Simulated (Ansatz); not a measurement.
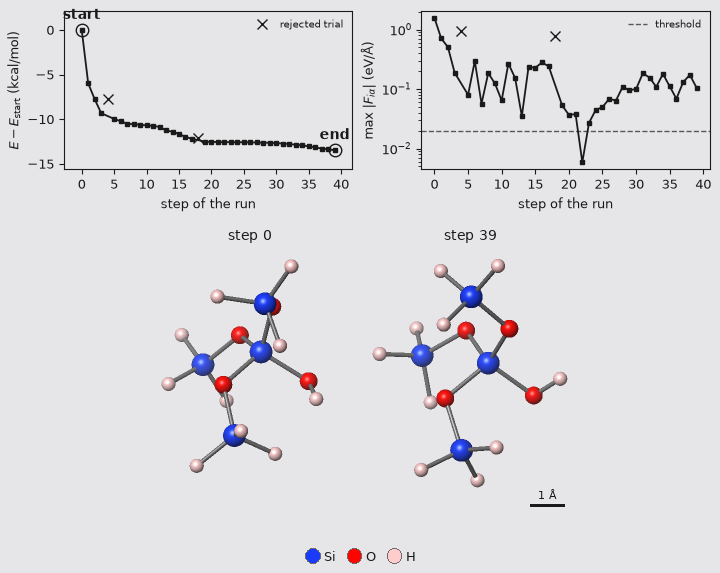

First and last geometry of a relaxation of Si4H10O4, with the history of the run. Style: ball-and-stick. Shown from a free direction.

The run prepares the start of a later molecular dynamics calculation, from a guessed geometry.

All numbers below come from RKS PBE-D4/STO-3G in Ansatz.

Input
```yaml
crystal:
  periodic: [false, false, false]
  atoms:
    - { symbol: Si, position_ang: [0.0, 0.0, 0.0] }
    - { symbol: O, position_ang: [0.0, 0.0, 1.68] }
    - { symbol: H, position_ang: [-0.9095, -0.2814, 2.0171] }
    - { symbol: O, position_ang: [1.5842, 0.0, -0.5594] }
    - { symbol: Si, position_ang: [2.4906, -1.3762, -0.8866] }
    - { symbol: H, position_ang: [1.6598, -2.3521, -1.5857] }
    - { symbol: H, position_ang: [3.6318, -1.0202, -1.7249] }
    - { symbol: H, position_ang: [2.9691, -1.9538, 0.366] }
    - { symbol: O, position_ang: [-0.7913, 1.3709, -0.5594] }
    - { symbol: Si, position_ang: [-2.4002, 1.4263, -1.0396] }
    - { symbol: H, position_ang: [-3.2124, 0.6421, -0.1138] }
    - { symbol: H, position_ang: [-2.862, 2.8114, -1.0378] }
    - { symbol: H, position_ang: [-2.5267, 0.8736, -2.385] }
    - { symbol: O, position_ang: [-0.7913, -1.3709, -0.5594] }
    - { symbol: Si, position_ang: [-1.673, -2.4329, 0.3983] }
    - { symbol: H, position_ang: [-1.2634, -2.287, 1.792] }
    - { symbol: H, position_ang: [-3.0964, -2.1323, 0.2761] }
    - { symbol: H, position_ang: [-1.4264, -3.8036, -0.0398] }
basis:
  gaussian: { orbitals: STO-3G }
hamiltonian:
  xc: pbe
  dispersion: d4
relax:
  f_tol: 0.02
  max_steps: 40
```

Launched with:
```bash
ansatz run input.yaml --threads 1 --pin off --max-ram 2048MiB --backend cpu --events-out ev --progress --plain --runs-dir out
```

Read the history and describe the run.

Answer. The relaxation stopped without meeting its thresholds, so the last structure isn't shown to be converged. It used up its limit of 40 steps. The largest move after the best rigid fit is that of H11, 1.79 Å. By element the largest moves are H 1.79 Å, O 0.96 Å, Si 0.60 Å. Some distances before and after: O4–Si5 1.680 → 1.726 Å, O14–Si15 1.680 → 1.722 Å, Si1–O14 1.679 → 1.706 Å, O2–H3 1.010 → 1.035 Å. Bond angles that change, for instance: Si1–O4–Si5 125.0° → 113.9°, Si1–O14–Si15 125.0° → 115.2°, O9–Si1–O14 109.5° → 117.9°. Groups turn about Si1–O2 by about 90°, Si1–O9 by about 75°, O14–Si15 by about 55°. After 37 accepted moves (39 points after the start) the energy has fallen by 13.5 kcal/mol. The largest force component goes from 1.6 to 0.11 eV/Å. The line search rejected the trial steps at points 4, 18 of the run. The forces were under the threshold at step 22, but the run went on from there.

Limits of the set-up: STO-3G is a minimal basis, so the numbers are rough.
